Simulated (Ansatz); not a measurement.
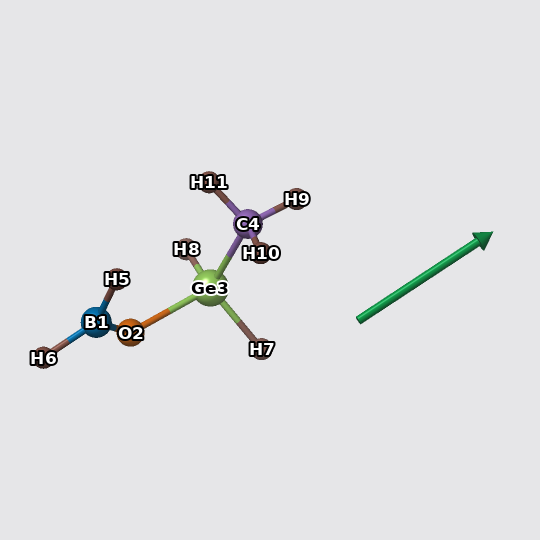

The arrow beside the molecule shows the direction of the dipole moment, from the negative to the positive end (its length means nothing). The geometry was computed by an optimisation with PBE-D4/def2-SVP. No frequency run is at hand to confirm it as a minimum. Properties computed with RKS PBE-D4/def2-SVP (Ansatz 0.2.0).

### How large is the dipole moment?

2.75 D; it points from the side of H6 to the side of H9 (the outermost atoms at the two ends).
